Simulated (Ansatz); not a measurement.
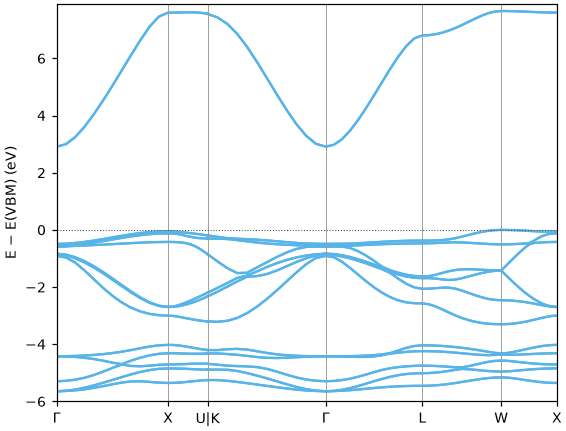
Fig. 1. Band structure from PBE with spin–orbit coupling (plane waves, PAW; program Ansatz)

Read off the gap and where the band edges lie.

About 2.9 eV (2.91 eV by a search for the band edges); maximum at W, minimum at Γ.

The material is CdF2 (fluorite, space group No. 225).

Space group Fm-3m (fluorite). The PBE relaxation kept the symmetry of its start.

Potentials: the earlier of the program's two PAW sets.
